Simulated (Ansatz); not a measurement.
H$_{2}$Os (3 atoms in the cell), run with Ansatz.

```
crystal:
  lattice:
    - [1.80891139, 0.0, 0.0]
    - [0.0, 1.80891139, 0.0]
    - [0.0, 0.0, 3.07084931]
  atoms:
    - { symbol: H, position: [0.5, 0.5, 0.2065652531] }
    - { symbol: H, position: [0.5, 0.5, 0.7934347469] }
    - { symbol: Os, position: [0.0, 0.0, 0.0] }
basis:
  ecutwfc: 420
kpoints:
  mp_grid: { grid: [18, 18, 10] }
hamiltonian:
  xc: pbe
scf:
  occupations: { method: gaussian, width: 0.1 }
  max_iter: 100
output:
  forces: true
  eigenvalues: true
  stress: true
```

Command:
```bash
ansatz run input.yaml --threads 1 --pin off --max-ram 2560MiB --backend cpu --events-out ev --progress --plain --runs-dir out
```

### How does the iteration go?

The run converged; it took 7 iterations. The residual falls at every step. The input holds a fault (a lattice far too small). The SCF closed all the same, which doesn't make the results meaningful for the real system.

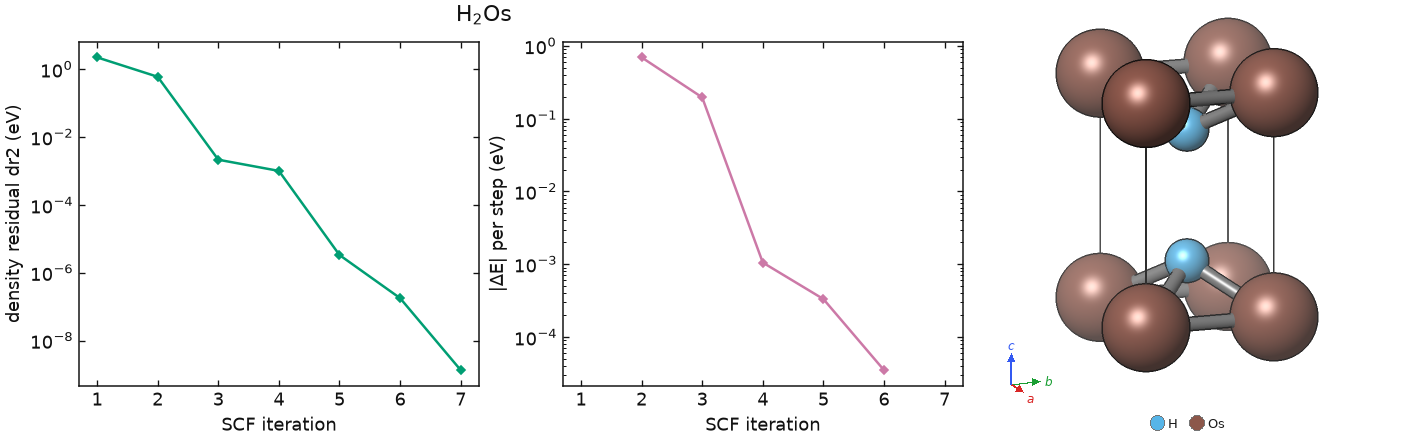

Beside the plot: the structure in its conventional cell.

SCF iterations of a calculation: density residual dr2, step-to-step change of the Harris–Foulkes energy. Energy differences below 3 × 10⁻⁶ eV aren't drawn. The starting density is a sum of atomic densities corrected by a trained network.
